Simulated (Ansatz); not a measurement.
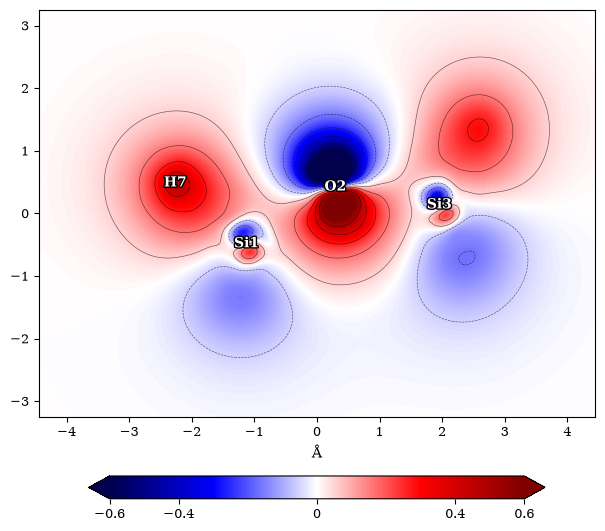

*H6OSi2. The HOMO−1 on the plane of atoms O2, Si1 and H7 (values in Å⁻³ᐟ²; the overall sign is arbitrary).*

Computed with Ansatz, RKS r2SCAN/cc-pVDZ.

```xyz
9

Si    0.4049    0.0368   -0.1439
O     0.5127   -0.2408    1.5120
Si   -0.5321   -0.4786    2.8101
H    -1.6052   -1.4611    2.4477
H     0.2806   -1.0095    3.9438
H    -1.1706    0.8176    3.2049
H     1.7986    0.1405   -0.6667
H    -0.3369    1.3105   -0.4165
H    -0.3104   -1.0962   -0.8152
```

Question: Describe this orbital and give its energy.

Answer: It lies mainly on O2 (about 40 %), Si1 (about 15 %), Si3 (about 15 %), H7 (about 10 %), H5 (about 10 %) and H4 (about 10 %). Its energy is −7.66 eV.
